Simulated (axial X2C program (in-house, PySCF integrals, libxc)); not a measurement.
# SbB⁺: from the state search to constants

What are the state, bond length, wavenumber and bond energy of SbB⁺, and what does spin–orbit coupling change?

Program: an in-house X2C program for linear molecules on PySCF integrals. Level of theory: all-electron X2C, Sb dyall-cv3z, B dyall-v3z. These are calculated values, not measurements.

### Step 1. Input

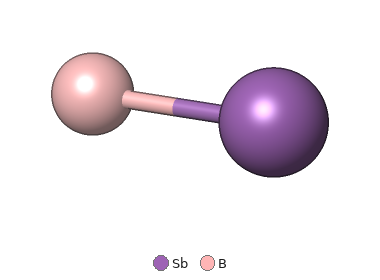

The two atoms at 2.250 Å (antimony purple, boron pink).

task.json

```json
{
 "zs": [
  51,
  5
 ],
 "q": 1,
 "bas": [
  "dyall-cv3z",
  "dyall-v3z"
 ],
 "levels": [
  "PBE0",
  "HF",
  "BHandHLYP"
 ],
 "cc": true,
 "r0": 2.25,
 "thr": -1.0,
 "nmax": 90,
 "npts": 10,
 "nst": 2,
 "ntry": 6
}
```

Keys: zs atomic numbers; q charge; bas basis sets; levels methods (HF also brings MP2); cc coupled cluster on or off; r0 starting distance in Å; thr threshold in hartree for freezing inner shells (an s shell follows its p shell); nmax most natural virtual spinors; npts points asked for on the curve; nst determinants followed; ntry starts of the search.

Started as:

```console
> python so2c.py task.json out
```

Spin-free means the one-electron spin-free X2C Hamiltonian; two-component (2c) means X2C with spin–orbit coupling and atomic mean-field two-electron Coulomb and Gaunt terms. Basis: Sb dyall-cv3z contracted to [11s12p8d4f1g], B dyall-v3z contracted to [7s6p2d1f]; Gaussian nuclei, density fitting. Masses: Sb 120.904 u, B 11.009 u.

Notation: σ, π±, δ± give the projection m of an orbital's angular momentum (0, ±1, ±2), α and β its spin, Λ and M_S the sums; ω is the projection of a spinor's total angular momentum and Ω the sum. Logs are in hartree.

The results follow Hamiltonian by Hamiltonian and level by level.

### Step 2. Which state to follow

PBE0 moves the distance from 2.250 Å to 2.186 Å and compares determinants there.

Spin-free determinants:

```json
{"ΔE (eV)": "0.00", "state": "M_S = 3/2, Λ = 0", "open shells": "beyond closed shells: σα, π+α, π-α"}
{"ΔE (eV)": "0.31", "state": "M_S = 1/2, Λ = 0", "open shells": "beyond closed shells: σβ, π+α, π-α"}
{"ΔE (eV)": "0.84", "state": "M_S = 1/2, Λ = 0", "open shells": "beyond closed shells: σα, π+β, π-α"}
{"ΔE (eV)": "0.84", "state": "M_S = 1/2, Λ = 2", "open shells": "beyond closed shells: σα, π+α, π+β"}
{"ΔE (eV)": "1.45", "state": "M_S = 1/2, Λ = 1", "open shells": "beyond closed shells: π+α, π+β, π-α"}
{"ΔE (eV)": "2.14", "state": "M_S = 1/2, Λ = 1", "open shells": "beyond closed shells: π+α"}
{"ΔE (eV)": "2.73", "state": "M_S = 3/2, Λ = 1", "open shells": "beyond closed shells: 2 × π+α, π-α"}
```

Two-component determinants:

| ΔE (eV) | state | open shells |
| --- | --- | --- |
| 0.00 | Ω = 3/2 | excess of +ω over −ω: ω = 3/2 |
| 0.34 | Ω = 1/2 | excess of +ω over −ω: 2 × ω = -1/2, ω = 3/2 |
| 0.54 | Ω = 1/2 | excess of +ω over −ω: ω = 1/2 |
| 0.84 | Ω = 5/2 | excess of +ω over −ω: 2 × ω = 1/2, ω = 3/2 |
| 1.14 | Ω = 1/2 | excess of +ω over −ω: ω = 1/2 |
| 2.83 | Ω = 5/2 | excess of +ω over −ω: ω = -1/2, 2 × ω = 3/2 |
| 3.17 | Ω = 7/2 | excess of +ω over −ω: ω = 1/2, 2 × ω = 3/2 |

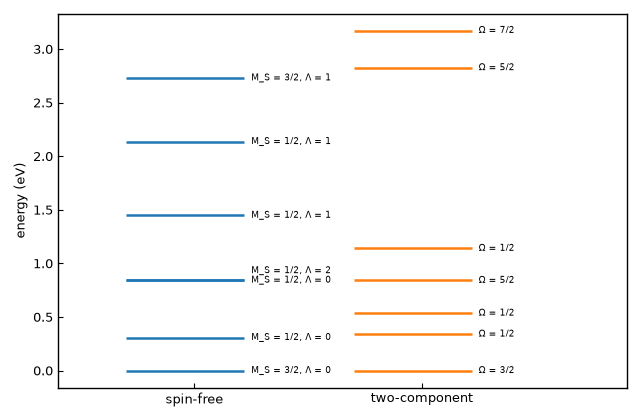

The determinants found, each set from its own lowest.

### Step 3. PBE0, spin-free

State followed: M_S = 3/2, Λ = 0 (beyond closed shells: σα, π+α, π-α). The scan is laid around 2.186 Å, a first estimate of the minimum, and this SCF restarts from the orbitals of the search.

The SCF at the reference distance of 2.186 Å:

```text
spin-free X2C-1e  PBE0
basis functions 166  fitting functions 915  grid points 5078
iter        total energy     max residual
   1      -6504.885780399     2.10e-05
   2      -6504.885780394     3.10e-05
   3      -6504.885780410     6.30e-06
   4      -6504.885780411     3.48e-06
converged
one-electron -9041.51225559  Coulomb 2650.39179390  exact exchange -43.23291739  xc functional -132.26167342  nuclear repulsion 61.72927209
```

Along the bond, energies from the lowest point:

```
R (Å)  E (eV)  μ (D)  HOMO (eV)  LUMO (eV)  iterations
1.902  0.6581   1.39     -13.69     -10.75          11
1.989  0.2640   1.59     -13.72     -10.53          11
2.055  0.1007   1.74     -13.73     -10.38          10
2.120  0.0198   1.91     -13.69     -10.23          10
2.186  0.0000   2.09     -13.52     -10.10           4
2.263  0.0311   2.32     -13.34      -9.95          11
2.339  0.1007   2.55     -13.19      -9.81          11
2.437  0.2227   2.88     -13.01      -9.64          11
2.558  0.3930   3.31     -12.81      -9.65          12
2.732  0.6440   3.97     -12.56      -9.66          12
```

Dipoles are positive if B is the positive end and refer to the centre of mass.

Outer orbitals at the reference distance:

```csv
symmetry,occupied,ε (eV),atomic character
σα,yes,-23.23,"60% Sb s, 21% B s, 12% B p"
σβ,yes,-21.33,"59% Sb s, 21% B s, 13% B p"
σα,yes,-17.87,"46% B s, 26% Sb p, 18% Sb s"
σβ,yes,-15.97,"36% Sb p, 35% B s, 21% Sb s"
σα,yes,-13.73,"54% B p, 30% Sb p, 11% B s"
π+α,yes,-13.52,"68% Sb p, 28% B p, 3% B d"
π-α,yes,-13.52,"68% Sb p, 28% B p, 3% B d"
π+β,no,-10.10,"66% Sb p, 30% B p, 3% B d"
π-β,no,-10.10,"66% Sb p, 30% B p, 3% B d"
σβ,no,-9.21,"46% B p, 25% B s, 23% Sb p"
π+α,no,-8.76,"63% B p, 26% Sb p, 8% Sb d"
```

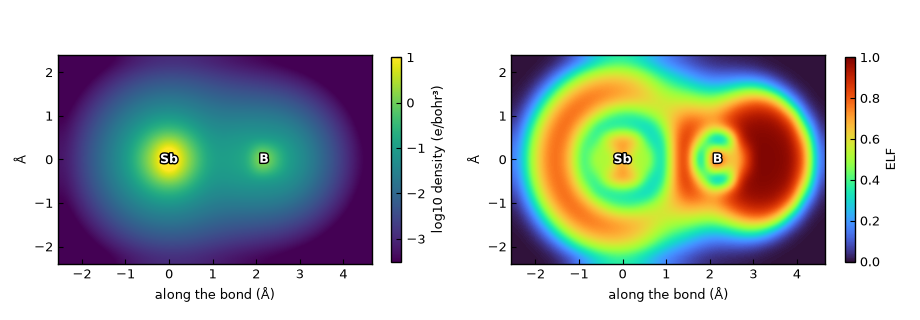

PBE0 fields in a plane through the axis, from a grid of 0.3 Å; Sb lies at z = 0 and B at z = 2.186 Å; the ELF is damped to zero where the density is low.

Re = 2.179 Å, ωe = 531 cm⁻¹, ωexe = 5.74 cm⁻¹, Be = 0.3518 cm⁻¹, De = 2.98 eV, μ = 2.07 D.

### Step 4. HF, spin-free

The SCF at the reference distance of 2.186 Å:

```text
spin-free X2C-1e  HF
basis functions 166  fitting functions 915  grid points 5078
iter        total energy     max residual
   1      -6502.322859178     4.01e-01
   2      -6502.346218157     7.09e-03
   3      -6502.348045712     3.51e-03
   4      -6502.348620209     2.19e-03
   5      -6502.348861191     1.24e-03
   6      -6502.349005448     5.87e-04
   7      -6502.349034276     3.28e-04
   8      -6502.349044261     1.59e-04
   9      -6502.349047343     9.14e-05
  10      -6502.349047723     3.63e-05
  11      -6502.349047816     2.14e-05
  12      -6502.349047851     9.99e-06
  13      -6502.349047857     2.55e-06
  14      -6502.349047857     5.98e-07
converged
one-electron -9041.15988317  Coulomb 2650.10121678  exact exchange -173.01965356  xc functional 0.00000000  nuclear repulsion 61.72927209
```

Re = 2.244 Å, ωe = 361 cm⁻¹, ωexe = 6.53 cm⁻¹, Be = 0.3317 cm⁻¹, De = 1.73 eV, μ = 3.40 D.

### Step 5. BHandHLYP, spin-free

The SCF at the reference distance of 2.186 Å:

```text
spin-free X2C-1e  BHandHLYP
basis functions 166  fitting functions 915  grid points 5078
iter        total energy     max residual
   1      -6505.242602299     1.15e-01
   2      -6505.244687262     2.08e-03
   3      -6505.244820344     2.42e-03
   4      -6505.244906583     9.28e-04
   5      -6505.244937756     3.85e-04
   6      -6505.244952329     1.59e-04
   7      -6505.244953414     6.61e-05
   8      -6505.244953646     1.69e-05
   9      -6505.244953664     1.05e-05
  10      -6505.244953667     2.59e-06
  11      -6505.244953667     4.69e-07
converged
one-electron -9041.60515496  Coulomb 2650.50665057  exact exchange -86.48250536  xc functional -89.39321601  nuclear repulsion 61.72927209
```

Re = 2.191 Å, ωe = 498 cm⁻¹, ωexe = 6.51 cm⁻¹, Be = 0.348 cm⁻¹, De = 2.61 eV, μ = 2.39 D.

### Step 6. MP2 and beyond, spin-free

Correlated methods: 7 electrons correlated (frozen shells, counted by type: Sb 4 s, 3 p, 2 d; B 1 s), 237 virtual spinors in MP2, 89 natural virtuals in coupled cluster.

Output of the correlated part at 2.186 Å:

```text
correlated 7  virtual 237  natural virtual 89  E(MP2) -0.116904312  MP2 remainder -0.002711179
iter   CCSD correlation   residual
   1     -0.130891628   1.28e-01
   2     -0.138953282   6.17e-02
   3     -0.140929857   2.92e-02
   4     -0.141712701   1.45e-02
   5     -0.141892933   4.75e-03
   6     -0.141899296   1.62e-03
   7     -0.141909842   5.91e-04
   8     -0.141912629   2.22e-04
   9     -0.141912318   9.91e-05
  10     -0.141912962   4.61e-05
  11     -0.141913176   2.42e-05
  12     -0.141913483   9.76e-06
  13     -0.141913524   3.78e-06
  14     -0.141913579   1.76e-06
  15     -0.141913594   7.65e-07
(T) -0.007902406  T1 0.0561  D1 0.0808  max T2 0.073
```

T1 in the output is the amplitude norm over the root of the electron number; divide by √2 for the Lee–Taylor value.

MP2: Re = 2.172 Å, ωe = 538 cm⁻¹, Be = 0.3542 cm⁻¹, De = 2.19 eV.

CCSD: Re = 2.228 Å, ωe = 455 cm⁻¹, ωexe = 6.44 cm⁻¹, Be = 0.3366 cm⁻¹, De = 2.00 eV. T1 at Re = 0.041 (Lee–Taylor, the printed value over √2).

CCSD(T): Re = 2.222 Å, ωe = 484 cm⁻¹, ωexe = 6.31 cm⁻¹, Be = 0.3383 cm⁻¹, De = 2.15 eV. T1 at Re = 0.041 (Lee–Taylor, the printed value over √2).

### Step 7. A higher determinant, spin-free

State: M_S = 1/2, Λ = 0 (beyond closed shells: σβ, π+α, π-α).

Output at the reference distance:

```text
spin-free X2C-1e  PBE0
basis functions 166  fitting functions 915  grid points 5078
iter        total energy     max residual
   1      -6504.874437484     6.37e-06
   2      -6504.874437485     5.10e-06
converged
one-electron -9041.54484464  Coulomb 2650.42725482  exact exchange -43.23107635  xc functional -132.25504340  nuclear repulsion 61.72927209
```

| R (Å) | E above the lowest PBE0 point (eV) |
| --- | --- |
| 1.902 | 1.019 |
| 1.989 | 0.605 |
| 2.055 | 0.429 |
| 2.120 | 0.337 |
| 2.186 | 0.309 |
| 2.263 | 0.334 |
| 2.339 | 0.402 |
| 2.437 | 0.527 |
| 2.558 | 0.707 |

Re = 2.189 Å, ωe = 535 cm⁻¹, ωexe = 4.89 cm⁻¹, Be = 0.3485 cm⁻¹, μ = 2.22 D. ⟨S²⟩ = 1.76 against 0.75 for a pure state, so this determinant mixes spins. Te = 0.31 eV.

### Step 8. The spin-free curves together

Energy (eV) of the followed determinant, spin-free, from each level's lowest point:

| R (Å) | PBE0 | HF | MP2 | CCSD | CCSD(T) | BHandHLYP |
| --- | --- | --- | --- | --- | --- | --- |
| 1.902 | 0.658 | 0.702 | 0.668 | n/a | n/a | 0.670 |
| 1.989 | 0.264 | 0.309 | 0.259 | 0.346 | 0.354 | 0.276 |
| 2.055 | 0.101 | 0.142 | 0.093 | 0.157 | 0.159 | 0.111 |
| 2.120 | 0.020 | 0.050 | 0.015 | 0.050 | 0.048 | 0.026 |
| 2.186 | 0.000 | 0.009 | 0.000 | 0.003 | 0.000 | 0.000 |
| 2.263 | 0.031 | 0.000 | 0.035 | 0.000 | 0.001 | 0.021 |
| 2.339 | 0.101 | 0.017 | 0.102 | 0.034 | 0.042 | 0.076 |
| 2.437 | 0.223 | 0.060 | 0.210 | 0.109 | 0.130 | 0.177 |
| 2.558 | 0.393 | 0.133 | 0.352 | n/a | n/a | 0.320 |
| 2.732 | 0.644 | 0.266 | 0.560 | n/a | n/a | 0.534 |

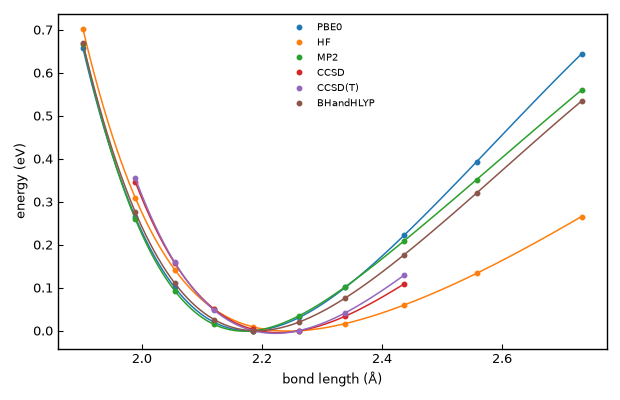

Curves of the followed state, spin-free, each from its own lowest point.

### Step 9. PBE0, 2c

State followed: Ω = 3/2 (excess of +ω over −ω: ω = 3/2). The scan is laid around 2.186 Å, a first estimate of the minimum, and this SCF restarts from the orbitals of the search.

Output at 2.186 Å:

```text
two-component X2C + atomic mean field  PBE0
basis functions 166  fitting functions 915  grid points 5078
iter        total energy     max residual
   1      -6502.159452377     5.08e-06
   2      -6502.159452381     3.25e-06
   3      -6502.159452382     2.70e-06
converged
one-electron -9033.63696291  Coulomb 2648.91651641  exact exchange -43.20645986  xc functional -132.18579500  nuclear repulsion 61.72927209  atomic mean-field constant -3.77602311
```

Along the bond, energies from the lowest point:

```
R (Å)  E (eV)  μ (D)  HOMO (eV)  LUMO (eV)  iterations
1.902  0.6434   1.41     -13.73     -10.87          13
1.989  0.2593   1.58     -13.74     -10.66          12
2.055  0.0994   1.73     -13.69     -10.52          12
2.120  0.0198   1.90     -13.51     -10.37          12
2.186  0.0000   2.07     -13.34     -10.24           3
2.263  0.0299   2.29     -13.16     -10.09          12
2.339  0.0974   2.52     -12.99      -9.95          12
2.437  0.2157   2.84     -12.80      -9.79          12
2.558  0.3808   3.26     -12.59      -9.64          12
2.732  0.6246   3.92     -12.33      -9.64          12
```

Dipoles are positive if B is the positive end and refer to the centre of mass.

Outer spinors at the reference distance:

```csv
ω,occupied,ε (eV),atomic character,λ mixture
1/2,yes,-23.21,"60% Sb s, 21% B s, 12% B p",100% σ
-1/2,yes,-21.34,"59% Sb s, 21% B s, 13% B p",100% σ
1/2,yes,-17.85,"46% B s, 26% Sb p, 18% Sb s",100% σ
-1/2,yes,-15.99,"36% Sb p, 34% B s, 21% Sb s",100% σ
1/2,yes,-13.73,"53% B p, 30% Sb p, 11% B s","99% σ, 1% π"
-1/2,yes,-13.69,"70% Sb p, 25% B p, 3% B d","99% π, 1% σ"
3/2,yes,-13.34,"64% Sb p, 32% B p, 3% B d",100% π
1/2,no,-10.24,"68% Sb p, 28% B p, 3% B d","98% π, 2% σ"
-3/2,no,-9.96,"63% Sb p, 33% B p, 3% B d",100% π
-1/2,no,-9.23,"47% B p, 24% B s, 22% Sb p","96% σ, 4% π"
-1/2,no,-8.78,"65% B p, 24% Sb p, 7% Sb d","96% π, 4% σ"
```

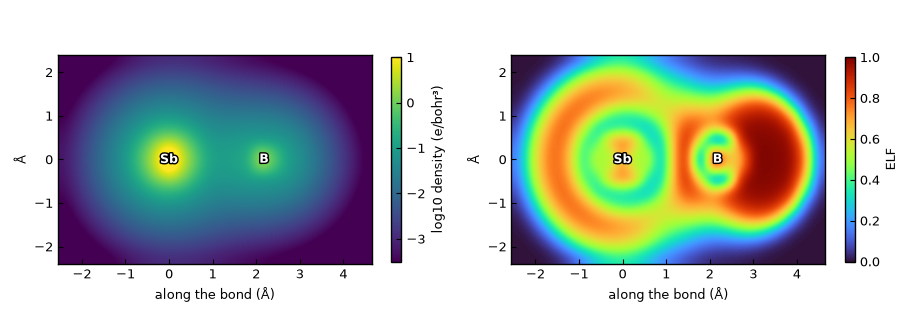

PBE0 fields in a plane through the axis, from a grid of 0.3 Å; Sb lies at z = 0 and B at z = 2.186 Å; the ELF is damped to zero where the density is low.

Re = 2.180 Å, ωe = 524 cm⁻¹, ωexe = 5.86 cm⁻¹, Be = 0.3516 cm⁻¹, De = 2.95 eV, μ = 2.06 D.

### Step 10. HF, 2c

The SCF at the reference distance of 2.186 Å:

```text
two-component X2C + atomic mean field  HF
basis functions 166  fitting functions 915  grid points 5078
iter        total energy     max residual
   1      -6499.593036959     4.23e-01
   2      -6499.616535636     7.03e-03
   3      -6499.618455096     3.60e-03
   4      -6499.619091501     2.23e-03
   5      -6499.619368735     1.31e-03
   6      -6499.619551999     7.45e-04
   7      -6499.619599086     4.40e-04
   8      -6499.619625319     2.76e-04
   9      -6499.619642399     1.96e-04
  10      -6499.619649932     1.63e-04
  11      -6499.619655607     1.13e-04
  12      -6499.619658142     6.00e-05
  13      -6499.619658657     2.95e-05
  14      -6499.619658774     1.71e-05
  15      -6499.619658816     5.43e-06
  16      -6499.619658819     2.03e-06
  17      -6499.619658819     6.87e-07
converged
one-electron -9033.25164569  Coulomb 2648.59406177  exact exchange -172.91532388  xc functional 0.00000000  nuclear repulsion 61.72927209  atomic mean-field constant -3.77602311
```

Re = 2.246 Å, ωe = 353 cm⁻¹, ωexe = 6.59 cm⁻¹, Be = 0.3311 cm⁻¹, De = 1.72 eV, μ = 3.34 D.

### Step 11. BHandHLYP, 2c

Output at 2.186 Å:

```text
two-component X2C + atomic mean field  BHandHLYP
basis functions 166  fitting functions 915  grid points 5078
iter        total energy     max residual
   1      -6502.515428556     1.23e-01
   2      -6502.517523582     2.00e-03
   3      -6502.517661806     2.39e-03
   4      -6502.517744461     9.02e-04
   5      -6502.517777134     3.61e-04
   6      -6502.517794343     1.87e-04
   7      -6502.517796149     6.81e-05
   8      -6502.517796934     3.75e-05
   9      -6502.517797197     2.61e-05
  10      -6502.517797280     1.91e-05
  11      -6502.517797332     7.88e-06
  12      -6502.517797340     1.73e-06
  13      -6502.517797341     6.44e-07
converged
one-electron -9033.71976178  Coulomb 2649.02120784  exact exchange -86.42956613  xc functional -89.34292624  nuclear repulsion 61.72927209  atomic mean-field constant -3.77602311
```

Re = 2.193 Å, ωe = 489 cm⁻¹, ωexe = 6.81 cm⁻¹, Be = 0.3474 cm⁻¹, De = 2.56 eV, μ = 2.35 D.

### Step 12. MP2 and beyond, 2c

Correlated methods: 7 electrons correlated (frozen shells, counted by type: Sb 4 s, 3 p, 2 d; B 1 s), 237 virtual spinors in MP2, 90 natural virtuals in coupled cluster.

Output of the correlated part at 2.186 Å:

```text
correlated 7  virtual 237  natural virtual 90  E(MP2) -0.116652426  MP2 remainder -0.002619715
iter   CCSD correlation   residual
   1     -0.130733317   1.28e-01
   2     -0.138859430   6.22e-02
   3     -0.140854848   2.98e-02
   4     -0.141683500   1.53e-02
   5     -0.141891940   6.00e-03
   6     -0.141912875   3.27e-03
   7     -0.141947097   2.34e-03
   8     -0.141963400   1.57e-03
   9     -0.141965076   8.50e-04
  10     -0.141968215   3.85e-04
  11     -0.141970989   2.17e-04
  12     -0.141972117   1.23e-04
  13     -0.141972797   7.14e-05
  14     -0.141972856   3.66e-05
  15     -0.141973162   1.79e-05
  16     -0.141973328   9.51e-06
  17     -0.141973483   6.18e-06
  18     -0.141973530   4.24e-06
  19     -0.141973556   3.05e-06
  20     -0.141973558   2.11e-06
(T) -0.007904702  T1 0.0588  D1 0.0839  max T2 0.075
```

MP2: Re = 2.172 Å, ωe = 537 cm⁻¹, Be = 0.354 cm⁻¹, De = 2.17 eV.

CCSD: Re = 2.230 Å, ωe = 449 cm⁻¹, Be = 0.336 cm⁻¹, De = 1.98 eV. T1 at Re = 0.043 (Lee–Taylor, the printed value over √2).

CCSD(T): Re = 2.224 Å, ωe = 479 cm⁻¹, ωexe = 6.5 cm⁻¹, Be = 0.3379 cm⁻¹, De = 2.13 eV. T1 at Re = 0.043 (Lee–Taylor, the printed value over √2).

### Step 13. A higher determinant, 2c

State: Ω = 1/2 (excess of +ω over −ω: 2 × ω = -1/2, ω = 3/2).

Output at the reference distance:

```text
two-component X2C + atomic mean field  PBE0
basis functions 166  fitting functions 915  grid points 5078
iter        total energy     max residual
   1      -6502.146951291     5.37e-06
   2      -6502.146951292     6.72e-06
converged
one-electron -9033.64446034  Coulomb 2648.92925070  exact exchange -43.20511360  xc functional -132.17987702  nuclear repulsion 61.72927209  atomic mean-field constant -3.77602311
```

| R (Å) | E above the lowest PBE0 point (eV) |
| --- | --- |
| 1.902 | 1.050 |
| 1.989 | 0.637 |
| 2.055 | 0.461 |
| 2.120 | 0.369 |
| 2.186 | 0.340 |
| 2.263 | 0.365 |
| 2.339 | 0.432 |
| 2.437 | 0.557 |
| 2.558 | 0.736 |

Re = 2.190 Å, ωe = 534 cm⁻¹, ωexe = 4.9 cm⁻¹, Be = 0.3484 cm⁻¹, μ = 2.20 D. Te = 0.34 eV.

### Step 14. The 2c curves together

Energy (eV) of the followed determinant, 2c, from each level's lowest point:

```csv
R (Å),PBE0,HF,MP2,CCSD,CCSD(T),BHandHLYP
1.902,0.643,0.698,0.664,n/a,n/a,0.654
1.989,0.259,0.307,0.259,0.345,0.352,0.272
2.055,0.099,0.142,0.094,0.158,0.159,0.110
2.120,0.020,0.051,0.015,0.052,0.049,0.027
2.186,0.000,0.009,0.000,0.004,0.000,0.000
2.263,0.030,0.000,0.035,0.000,0.000,0.019
2.339,0.097,0.015,0.101,0.032,0.040,0.072
2.437,0.216,0.057,0.206,0.105,0.125,0.167
2.558,0.381,0.127,0.345,n/a,n/a,0.303
2.732,0.625,0.254,0.547,n/a,n/a,0.505
```

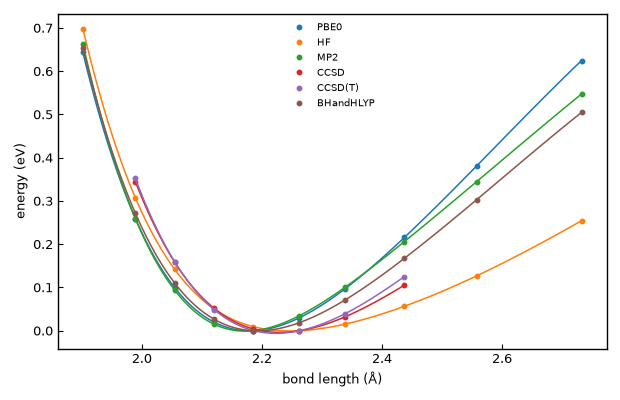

Curves of the followed state, 2c, each from its own lowest point.

The whole job took 1.7 min on 1 thread, shared host.

### Step 15. Constants

Lowest determinant that the search found at its distance, spin-free: M_S = 3/2, Λ = 0 (beyond closed shells: σα, π+α, π-α).

Lowest determinant that the search found at its distance, 2c: Ω = 3/2 (excess of +ω over −ω: ω = 3/2).

| Hamiltonian | level | Re (Å) | ωe (cm⁻¹) | De (eV) | μ (D) |
| --- | --- | --- | --- | --- | --- |
| spin-free | PBE0 | 2.179 | 531 | 2.98 | 2.07 |
| spin-free | HF | 2.244 | 361 | 1.73 | 3.40 |
| spin-free | MP2 | 2.172 | 538 | 2.19 | n/a |
| spin-free | CCSD | 2.228 | 455 | 2.00 | n/a |
| spin-free | CCSD(T) | 2.222 | 484 | 2.15 | n/a |
| spin-free | BHandHLYP | 2.191 | 498 | 2.61 | 2.39 |
| 2c | PBE0 | 2.180 | 524 | 2.95 | 2.06 |
| 2c | HF | 2.246 | 353 | 1.72 | 3.34 |
| 2c | MP2 | 2.172 | 537 | 2.17 | n/a |
| 2c | CCSD | 2.230 | 449 | 1.98 | n/a |
| 2c | CCSD(T) | 2.224 | 479 | 2.13 | n/a |
| 2c | BHandHLYP | 2.193 | 489 | 2.56 | 2.35 |

Dipoles are positive if B is the positive end and refer to the centre of mass.

Time per point (s) on 1 thread, shared host (2c runs; CCSD comes with the CCSD(T) run); the times are rough: PBE0 0.52, HF 0.51, MP2 0.59, CCSD(T) 3.2, BHandHLYP 0.63.

**Reading.** At CCSD(T), going from spin-free to two-component changes Re by +1 mÅ, ωe by -1.0 %, which is small (part of it comes from the scalar share of the two-electron terms). De moves by -0.02 eV; both De rest on single-determinant atoms, which can miss part of an open shell's spin–orbit lowering.

De refers to Sb + B+, each in the lowest determinant found, which need not be this curve's own limit. The state is a single determinant with fixed occupations, the lowest that a limited PBE0 search found. De is counted from the lowest determinant-based energies of the atoms at the same level, without counterpoise correction. Density functionals use the spin component along the axis (collinear). CCSD and (T) use frozen natural virtuals with an MP2 correction for the truncation. With several unpaired electrons one determinant need not be a pure state. With the outer-core shells frozen, correlated bond lengths of heavy atoms tend to come out a few hundredths of an ångström too long. T1 at Re is 0.043 (Lee–Taylor), above the customary mark of 0.02.
